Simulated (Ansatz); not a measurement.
**BHLYP/cc-pVDZ run of C2HBrClF3 (1-bromo-2-chloro-1,1,2-trifluoroethane)**

What is the vertical singlet–triplet gap of C2HBrClF3 (1-bromo-2-chloro-1,1,2-trifluoroethane) at BHLYP/cc-pVDZ? 

The calculation is run with Ansatz 0.2.0.

75 further runs of the same task are left out: 75 set aside as unsound or not needed. Runs told in other sessions of the task aren't counted.

## Step 1: Starting point

C2HBrClF3 has 8 atoms, charge 0, and is taken as a singlet. SMILES: `FC(Cl)C(F)(F)Br`. Geometry: relaxed at PBE0-D4/def2-TZVP. This is one conformer, not always the lowest.

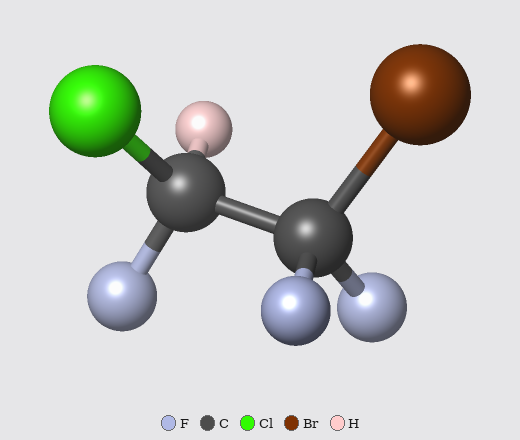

The structure, seen from a chosen angle (fluorine light blue, carbon dark grey, chlorine green, bromine brown, hydrogen pink).

## Step 2: A single-point energy at BHLYP/cc-pVDZ

Input file job.yaml:

```yaml
basis:
  gaussian: {orbitals: cc-pVDZ}
crystal:
  periodic: [false, false, false]
  atoms:
    - {symbol: F, position_ang: [-1.692160, 0.575860, 0.294420]}
    - {symbol: C, position_ang: [-0.343460, 0.663460, 0.266470]}
    - {symbol: Cl, position_ang: [0.271090, 0.913030, 1.889830]}
    - {symbol: C, position_ang: [0.193990, -0.637660, -0.349380]}
    - {symbol: F, position_ang: [-0.398000, -0.809060, -1.534240]}
    - {symbol: F, position_ang: [-0.094210, -1.686920, 0.410710]}
    - {symbol: Br, position_ang: [2.109260, -0.528030, -0.623470]}
    - {symbol: H, position_ang: [-0.046530, 1.509320, -0.354330]}
hamiltonian: {xc: {name: BHLYP}}
accuracy: high
output: {orbitals: {seedname: orbitals}}
```

The run is started by

```
$ ansatz run job.yaml --threads 1 --pin off --max-ram 3480MiB --events-out events.jsonl --progress --plain --runs-dir runs
```

The log of the run:

```text
Warning: RAYON_NUM_THREADS=1 ignored (pool sized by the plan → 1); use --threads N
Functional definition: BHLYP
  name "BHLYP"
  parameter a = 0.5
  exchange = (1 - a)*b88_x + a*exact_x
  correlation = lyp_c
2699 factors; integrals over basis functions are off by at most 4.8e-9 eV
mean field evaluation 1: about -92801.7180 eV, gradient 3.7e1 eV
mean field evaluation 2: about -92801.0614 eV, gradient 4.4e1 eV
mean field evaluation 4: about -92804.0471 eV, gradient 1.1e0 eV
mean field evaluation 8: about -92804.6085 eV, gradient 1.5e-1 eV
mean field evaluation 16: about -92804.6086 eV, gradient 4.9e-5 eV
mean field -92804.60858544 eV, -3410.5064602920 hartree, gradient 5.9e-8 eV, S^2 0.000000; 0 other end points of the search recorded, 0 dependent functions left out
reference -92804.60860963 eV, -3410.5064611810 hartree; 46, 46 occupied and 74, 74 virtual orbitals, 2699 factors
Total energy: -92804.60860963 eV, -3410.5064611810 hartree
```

Run time: 12 s. Hardware: 1 thread of Intel Xeon 6975P-C (Granite Rapids), shared host; peak memory 0.6 GiB.

## Step 3: The triplet at the same level

Input file input.yaml:

```yaml
crystal:
  periodic: [false, false, false]
  atoms:
    - symbol: F
      position_ang: [-1.692160, 0.575860, 0.294420]
    - symbol: C
      position_ang: [-0.343460, 0.663460, 0.266470]
    - symbol: Cl
      position_ang: [0.271090, 0.913030, 1.889830]
    - symbol: C
      position_ang: [0.193990, -0.637660, -0.349380]
    - symbol: F
      position_ang: [-0.398000, -0.809060, -1.534240]
    - symbol: F
      position_ang: [-0.094210, -1.686920, 0.410710]
    - symbol: Br
      position_ang: [2.109260, -0.528030, -0.623470]
    - symbol: H
      position_ang: [-0.046530, 1.509320, -0.354330]
basis:
  gaussian: {orbitals: cc-pVDZ}
magnetization: {spin_polarized: true, initial_magnetization: 2}
hamiltonian: {xc: {name: BHLYP}}
accuracy: high
output: {orbitals: {seedname: orbitals}}
```

The run is started by

```
$ ansatz run input.yaml --threads 1 --pin off --max-ram 3480MiB --events-out events.jsonl --progress --plain --runs-dir runs
```

The log of the run:

```text
Warning: RAYON_NUM_THREADS=1 ignored (pool sized by the plan → 1); use --threads N
[... 5 set-up lines as earlier in the session ...]
2699 factors; integrals over basis functions are off by at most 4.8e-9 eV
mean field evaluation 1: about -92796.0709 eV, gradient 2.4e1 eV
mean field evaluation 2: about -92796.5206 eV, gradient 2.5e1 eV
mean field evaluation 4: about -92798.5241 eV, gradient 1.3e0 eV
mean field evaluation 8: about -92798.7058 eV, gradient 1.3e-1 eV
mean field evaluation 16: about -92798.7089 eV, gradient 4.6e-2 eV
mean field evaluation 32: about -92798.6729 eV, gradient 1.8e-1 eV
mean field -92798.71320453 eV, -3410.2898090395 hartree, gradient 8.3e-8 eV, S^2 2.006197; 4 other end points of the search recorded, 0 dependent functions left out
reference -92798.71322892 eV, -3410.2898099357 hartree; 47, 45 occupied and 73, 75 virtual orbitals, 2699 factors
Total energy: -92798.71322892 eV, -3410.2898099357 hartree
```

It took 37 s on 1 thread of Intel Xeon 6975P-C (Granite Rapids), shared host; peak memory 0.96 GiB.

## Step 4: Results

At BHLYP/cc-pVDZ:

| quantity | value |
| --- | --- |
| singlet: total energy | -3410.50646 Eh |
| singlet: HOMO energy | -10.06 eV |
| singlet: LUMO energy | 0.50 eV |
| singlet: HOMO–LUMO gap | 10.56 eV |
| triplet: total energy | -3410.28981 Eh |
| triplet: HOMO energy (highest over α and β) | -4.49 eV |
| triplet: ⟨S²⟩ | 2.006 |
| vertical energy of the triplet above the singlet | 5.895 eV |

What this shows: At this shape the triplet lies 5.90 eV (136 kcal/mol) above the singlet.
